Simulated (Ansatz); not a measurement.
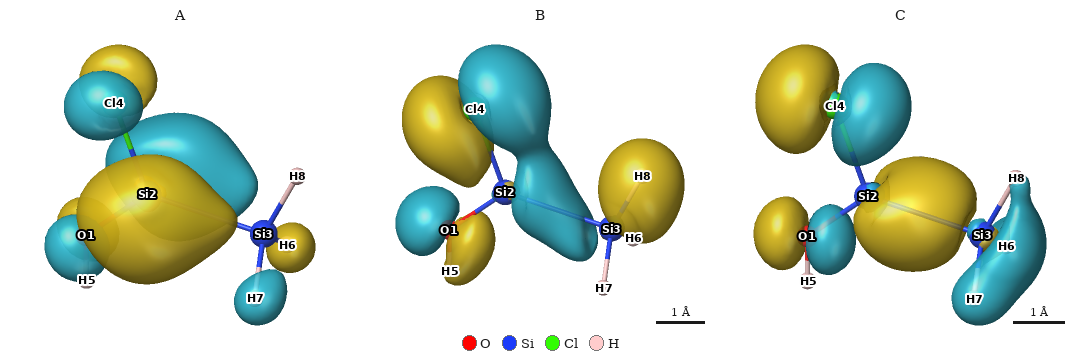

Figure 1: ClH$_{4}$OSi$_{2}$ (SMILES [OH+]=[Si]([SiH3])Cl) (charge +1). Three frontier orbitals at ±0.1 Å⁻³ᐟ² (yellow and cyan are the two phases), in no order.

Level of theory: RKS B3LYP/def2-SVP (Ansatz).

The calculation's input:

```
crystal:
  periodic: [false, false, false]
  atoms:
    - { symbol: O, position_ang: [-0.55155, 1.52047, -1.22476] }
    - { symbol: Si, position_ang: [-0.74195, 0.01949, -0.75027] }
    - { symbol: Si, position_ang: [0.68414, -0.69176, 0.99076] }
    - { symbol: Cl, position_ang: [-2.16564, -0.75178, -1.83511] }
    - { symbol: H, position_ang: [-0.01797, 2.29129, -1.03178] }
    - { symbol: H, position_ang: [0.40438, 0.21784, 2.10811] }
    - { symbol: H, position_ang: [2.04281, -0.52312, 0.46239] }
    - { symbol: H, position_ang: [0.34577, -2.08243, 1.28065] }
total_charge: 1
basis:
  gaussian: { orbitals: def2-SVP }
hamiltonian:
  xc: b3lyp
relax:
  f_tol: 0.015
  max_steps: 40
output:
  orbitals: {}
```

Launched as:

```sh
ansatz run input.yaml --threads 1 --pin off --max-ram 2048MiB --backend cpu --events-out ev --progress --plain --runs-dir out
```

The fields are those of the relaxed geometry.

Order the three orbitals by energy and name them.

Answer. B is the HOMO−1 (−14.77 eV). It lies mainly on Cl4 (about 50 %), O1 (about 15 %), Si3 (about 10 %), Si2 (about 10 %) and H8 (about 10 %). C is the HOMO (−14.13 eV). It lies mainly on Cl4 (about 40 %), Si2 (about 20 %), Si3 (about 20 %) and O1 (about 10 %). A is the LUMO (−7.94 eV). Its weight (Hirshfeld) is mainly on Si2 (about 60 %), Cl4 (about 15 %) and O1 (about 10 %).

What is the HOMO–LUMO gap?

Answer. 6.19 eV between the orbital energies.
